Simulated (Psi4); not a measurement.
# quartet Si2NH6: levels of theory compared

We compute a comparison of 3 runs (UB3LYP/6-31G*, USVWN5/cc-pVDZ, UCCSD(T)/cc-pVDZ) of quartet Si2NH6. 

The calculation is run with Psi4 1.11.

## (1) The molecule

Si2NH6: 9 atoms, total charge 0, spin state quartet. As SMILES of the parent species, `[SiH2]N[SiH3]`. The shape is that of a PBE0-D4/def2-TZVP optimisation. This is one conformer, not always the lowest. That shape belongs to the parent species and isn't relaxed for this state.

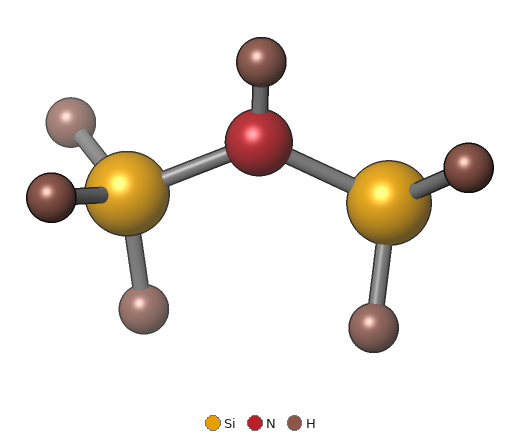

Viewed from a chosen angle; silicon amber, nitrogen red, hydrogen brown.

## (2) Energy and gradient at UB3LYP/6-31G(d) (Cartesian functions) (run 1)

The input, run_ase.py:

```python
import numpy as np
from ase.calculators.psi4 import Psi4
from ase import Atoms

atoms = Atoms(['Si', 'N', 'Si', 'H', 'H', 'H', 'H', 'H', 'H'], positions=[
    [-1.200900, 0.925300, -0.948400],
    [0.196900, 0.625800, 0.025200],
    [0.611700, -0.820500, 0.880200],
    [-1.616500, -0.372000, -1.554500],
    [-0.842900, 1.913400, -2.010900],
    [0.764100, 1.439300, 0.222200],
    [1.982600, -1.276500, 0.525400],
    [-0.378200, -1.853400, 0.488500],
    [0.571600, -0.627700, 2.355400],
])
calc = Psi4(atoms=atoms, method='b3lyp', basis='6-31G*', memory='2200MB', num_threads=1, charge=0, multiplicity=4, label='h6nsi2', reference='uks')
calc.psi4.set_options({'puream': False, 'e_convergence': 1e-09, 'd_convergence': 1e-08, 'scf_type': 'pk', 'dft_radial_points': 99, 'dft_spherical_points': 590, 'maxiter': 100})
atoms.calc = calc

forces = atoms.get_forces()
print(f'energy: {atoms.get_potential_energy():.6f} eV')
print('forces / eV A^-1')
print(np.round(forces, 5))
```

Started as:

```bash
python run_ase.py
```

h6nsi2.dat:

```text
[...]
  Running in c1 symmetry.
[...]
  Nuclear repulsion =  147.533691464414403
[...]
  Multiplicity = 4
[...]
  Nalpha       = 22
  Nbeta        = 19
[...]
    Number of basis functions: 65
[...]
   @UKS iter   1:  -636.75386476430094    5.77986e-02   1.23359e-02 ADIIS/DIIS
[...]
   @UKS iter  15:  -637.09930322802938   -3.75167e-12   7.32897e-09 DIIS
[...]
   @S^2 Observed:                3.755863609E+00
[...]
  @UKS Final Energy:  -637.09930322802938
   => Energetics <=
    Nuclear Repulsion Energy =            147.5336914644144031
    One-Electron Energy =               -1172.3841314921219237
    Two-Electron Energy =                 428.8407314339750656
    DFT Exchange-Correlation Energy =     -41.0895946342969864
    Empirical Dispersion Energy =           0.0000000000000000
    VV10 Nonlocal Energy =                  0.0000000000000000
    Total Energy =                       -637.0993032280293846
  UHF NO Occupations:
  HONO-2 :   20  A 1.0000000
  HONO-1 :   21  A 1.0000000
[...]
 Multipole Moments:
 ------------------------------------------------------------------------------------
     Multipole            Electronic (a.u.)      Nuclear  (a.u.)        Total (a.u.)
 ------------------------------------------------------------------------------------
 L = 1.  Multiply by 2.5417464519 to convert [e a0] to [Debye]
 Dipole X            :         -0.9889383            1.4243407            0.4354023
 Dipole Y            :          1.7778759           -1.5412695            0.2366064
 Dipole Z            :          0.0891876            0.1368717            0.2260594
 Magnitude           :                                                    0.5446656
[...]
  -Total Gradient:
     Atom            X                  Y                   Z
    ------   -----------------  -----------------  -----------------
       1        0.077716492330    -0.016442131648     0.056784376582
       2       -0.032796887209    -0.004088540589    -0.020564593262
       3       -0.014105199977     0.060489331199    -0.022804812244
       4       -0.001545754044    -0.001286953761    -0.002817114374
       5       -0.003032390895     0.001764215331    -0.002526378549
       6       -0.023132501483    -0.027914982677    -0.007270520213
       7       -0.002394252724    -0.002539214133     0.000157814280
       8       -0.000263961933    -0.003997955372     0.000762131327
       9       -0.000444891654    -0.005982096532    -0.001724900545
[...]
```

The script printed:

```text
energy: -17336.355076 eV
forces / eV A^-1
[[-3.99634  0.84549 -2.91997]
 [ 1.68648  0.21024  1.05747]
 [ 0.72532 -3.11049  1.17267]
 [ 0.07949  0.06618  0.14486]
 [ 0.15593 -0.09072  0.12991]
 [ 1.18952  1.43545  0.37387]
 [ 0.12312  0.13057 -0.00812]
 [ 0.01357  0.20558 -0.03919]
 [ 0.02288  0.30761  0.0887 ]]
```

Wall time 22 s (1 thread of Intel Xeon 6975P-C (Granite Rapids), shared host); peak memory 1.1 GiB.

## (3) Energy and gradient at USVWN5/cc-pVDZ (run 2)

The input, run.py:

```python
import psi4

psi4.set_memory('2200 MB')
psi4.set_num_threads(1)
psi4.core.set_output_file('h6nsi2.out', False)

molecule = psi4.geometry("""
0 4
Si
N 1 1.729579
Si 2 1.730569 1 128.06397
H 1 1.490996 2 107.66373 3 -30.47035
H 1 1.49446 4 110.67364 2 118.70779
H 2 1.011092 1 115.06975 4 159.24056
H 3 1.487678 2 111.05196 6 -62.8155
H 3 1.483312 7 109.7886 2 118.0655
H 3 1.488286 8 109.51032 7 -117.82574
units angstrom
symmetry c1
""")

options = {'basis': 'cc-pVDZ', 'reference': 'uks', 'puream': True, 'e_convergence': 1e-09, 'd_convergence': 1e-08, 'scf_type': 'pk', 'dft_radial_points': 99, 'dft_spherical_points': 590, 'maxiter': 100}
psi4.set_options(options)

e, wfn = psi4.gradient("scf", dft_functional={"name": "SVWN5", "x_functionals": {"LDA_X": {}}, "c_functionals": {"LDA_C_VWN": {}}}, return_wfn=True)
print('gradient / Eh bohr^-1')
print(e.np.round(6))
print(f'energy = {wfn.energy():.10f} Eh')
```

Started as:

```bash
python run.py
```

h6nsi2.out:

```text
[...]
  Running in c1 symmetry.
[...]
  Nuclear repulsion =  147.533664529190872
[...]
  Multiplicity = 4
[...]
  Nalpha       = 22
  Nbeta        = 19
[...]
    Number of basis functions: 80
[...]
   @UKS iter   1:  -633.84473371652803    3.03347e-01   1.12492e-02 ADIIS/DIIS
[...]
   @UKS iter  15:  -634.27098959233183   -1.37561e-11   5.52538e-09 DIIS
[...]
   @S^2 Observed:                3.753273998E+00
[...]
  @UKS Final Energy:  -634.27098959233183
   => Energetics <=
    Nuclear Repulsion Energy =            147.5336645291908724
    One-Electron Energy =               -1172.5843533268744068
    Two-Electron Energy =                 438.8175973527388578
    DFT Exchange-Correlation Energy =     -48.0378981473872315
    Empirical Dispersion Energy =           0.0000000000000000
    VV10 Nonlocal Energy =                  0.0000000000000000
    Total Energy =                       -634.2709895923318300
  UHF NO Occupations:
  HONO-2 :   20  A 1.0000000
  HONO-1 :   21  A 1.0000000
[...]
 Multipole Moments:
 ------------------------------------------------------------------------------------
     Multipole            Electronic (a.u.)      Nuclear  (a.u.)        Total (a.u.)
 ------------------------------------------------------------------------------------
 L = 1.  Multiply by 2.5417464519 to convert [e a0] to [Debye]
 Dipole X            :         -1.1388870            1.1036182           -0.0352689
 Dipole Y            :          1.1553584           -0.9848027            0.1705557
 Dipole Z            :         -0.9423282            1.4950531            0.5527249
 Magnitude           :                                                    0.5795153
[...]
  -Total Gradient:
     Atom            X                  Y                   Z
    ------   -----------------  -----------------  -----------------
       1        0.006256776586     0.000952773436     0.079980137075
       2       -0.000130703359     0.004286755426    -0.030060993741
       3       -0.011368368133     0.039497348214    -0.014593508603
       4       -0.001271316306     0.006832031458    -0.000111926716
       5       -0.004840491730    -0.006097769615    -0.002372385752
       6        0.006590195696    -0.037560308495    -0.020924547165
       7       -0.006417150195    -0.004280766535    -0.011453784127
       8       -0.000359485393     0.001910255661     0.008159971843
       9        0.011543327221    -0.005537090260    -0.008625532011
[...]
```

On the terminal:

```text
gradient / Eh bohr^-1
[[ 0.006257  0.000953  0.07998 ]
 [-0.000131  0.004287 -0.030061]
 [-0.011368  0.039497 -0.014594]
 [-0.001271  0.006832 -0.000112]
 [-0.00484  -0.006098 -0.002372]
 [ 0.00659  -0.03756  -0.020925]
 [-0.006417 -0.004281 -0.011454]
 [-0.000359  0.00191   0.00816 ]
 [ 0.011543 -0.005537 -0.008626]]
energy = -634.2709895923 Eh
```

Run time: 28 s. Hardware: 1 thread of Intel Xeon 6975P-C (Granite Rapids), shared host; peak memory 0.69 GiB.

## (4) A single-point energy at UCCSD(T)/cc-pVDZ (run 3)

The input, h6nsi2.dat:

```
memory 2200 mb

molecule m {
  0 4
  Si    -1.200900     0.925300    -0.948400
  N      0.196900     0.625800     0.025200
  Si     0.611700    -0.820500     0.880200
  H     -1.616500    -0.372000    -1.554500
  H     -0.842900     1.913400    -2.010900
  H      0.764100     1.439300     0.222200
  H      1.982600    -1.276500     0.525400
  H     -0.378200    -1.853400     0.488500
  H      0.571600    -0.627700     2.355400
  units angstrom
  symmetry c1
}

set {
  basis           cc-pVDZ
  reference       uhf
  puream          true
  e_convergence   1e-09
  d_convergence   1e-08
  scf_type        pk
  num_frozen_docc 11
  maxiter         100
}

result, w = energy('ccsd(t)', return_wfn=True)
```

Started as:

```bash
psi4 h6nsi2.dat h6nsi2.out -n 1
```

h6nsi2.out:

```text
[...]
  Running in c1 symmetry.
[...]
  Nuclear repulsion =  147.533691464414403
[...]
  Multiplicity = 4
[...]
  Nalpha       = 22
  Nbeta        = 19
[...]
    Number of basis functions: 80
[...]
   @UHF iter   1:  -635.39180350962113   -3.43581e-01   4.93205e-03 DIIS/ADIIS
[...]
   @UHF iter  20:  -635.57022318897214   -2.16005e-12   5.15604e-09 DIIS
[...]
   @S^2 Observed:                3.763058272E+00
[...]
    Orbital Energies [Eh]
    ---------------------
    Alpha Occupied:
       1A    -68.818452     2A    -68.814379     3A    -15.680714
       4A     -6.167898     5A     -6.164083     6A     -4.276205
       7A     -4.275283     8A     -4.273200     9A     -4.273080
      10A     -4.269331    11A     -4.265779    12A     -1.309193
      13A     -0.805669    14A     -0.792470    15A     -0.673760
      16A     -0.661779    17A     -0.594443    18A     -0.501213
      19A     -0.492956    20A     -0.479497    21A     -0.345200
      22A     -0.109091
    Alpha Virtual:
      23A      0.134372    24A      0.143623    25A      0.162317
[...]
  @UHF Final Energy:  -635.57022318897214
   => Energetics <=
    Nuclear Repulsion Energy =            147.5336914644144031
    One-Electron Energy =               -1171.6715798706047735
    Two-Electron Energy =                 388.5676652172181775
    Total Energy =                       -635.5702231889721361
  UHF NO Occupations:
  HONO-2 :   20  A 1.0000000
  HONO-1 :   21  A 1.0000000
  HONO-0 :   22  A 1.0000000
  LUNO+0 :   23  A 0.0027341
  LUNO+1 :   24  A 0.0015101
[...]
 Multipole Moments:
 ------------------------------------------------------------------------------------
     Multipole            Electronic (a.u.)      Nuclear  (a.u.)        Total (a.u.)
 ------------------------------------------------------------------------------------
 L = 1.  Multiply by 2.5417464519 to convert [e a0] to [Debye]
 Dipole X            :         -1.0447074            1.4243407            0.3796333
 Dipole Y            :          1.4620643           -1.5412695           -0.0792052
 Dipole Z            :          0.1487208            0.1368717            0.2855925
 Magnitude           :                                                    0.4816202
[...]
      * MP2 total energy                      = -635.905641228892819
[...]
      * CCSD total energy                     = -635.963556834143333
[...]
      * CCSD(T) total energy                     = -635.974885586630307
[...]
```

It took 38 s on 1 thread of Intel Xeon 6975P-C (Granite Rapids), shared host; peak memory 0.48 GiB.

## (5) Overview of the runs

| run | level | Cartesian functions | task | energy (Eh) | dipole moment (D) | HOMO energy (eV) | ⟨S²⟩ | wall time |
| --- | --- | --- | --- | --- | --- | --- | --- | --- |
| 1 | UB3LYP/6-31G* (Cartesian functions) | yes | gradient | -637.099303 | 1.38 | -1.87 | 3.756 | 22 s |
| 2 | USVWN5/cc-pVDZ | no | gradient | -634.270990 | 1.47 | -1.50 | 3.753 | 28 s |
| 3 | UCCSD(T)/cc-pVDZ | no | energy | -635.974886 | – | -2.97 | 3.763 | 38 s |

## (6) Results

```
                                                         quantity          value
                                              run 3: total energy  -635.97489 Eh
run 3: HOMO energy (Hartree–Fock orbitals) (highest over α and β)       -2.97 eV
 run 3: LUMO energy (Hartree–Fock orbitals) (lowest over α and β)       -1.16 eV
              run 3: correlation energy (11 core orbitals frozen)     -404.7 mEh
                                            run 3: (T) correction     -11.33 mEh
                         run 3: ⟨S²⟩ of the reference determinant          3.763
                                             run 3: T1 diagnostic          0.040
```

**Reading.** Totals of different functionals can't be ranked against each other. All runs together took 88 s, the longest 38 s.
